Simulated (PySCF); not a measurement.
Al(F)2(GeH3), SMILES [F][Al]([F])[GeH3] at its B3LYP/def2-SVP optimised geometry (Å):

```
7

Al     0.5457    -0.8017     0.0000
F     -0.1896    -2.2919     0.0110
F      2.2074    -0.8017     0.0000
Ge    -0.7221     1.2995     0.0000
H     -0.1338     2.2919    -1.0248
H     -2.2074     1.0645    -0.3401
H     -0.6475     1.9674     1.3906
```

Computed with B3LYP/def2-TZVP (PySCF).

Map of the HOMO amplitude (bohr^(-3/2)) on the plane z = 0.6 Å; orbital energy -8.50 eV, overall sign arbitrary:

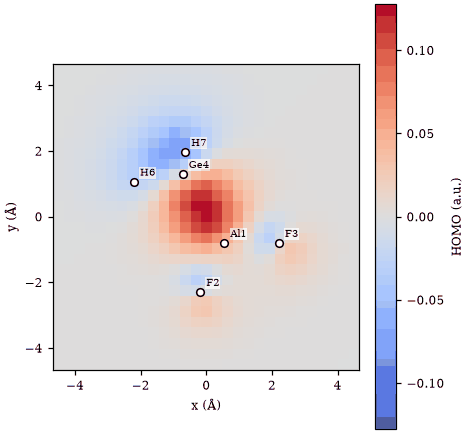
Figure. HOMO amplitude (bohr^(-3/2)) on the plane z = 0.6 Å.
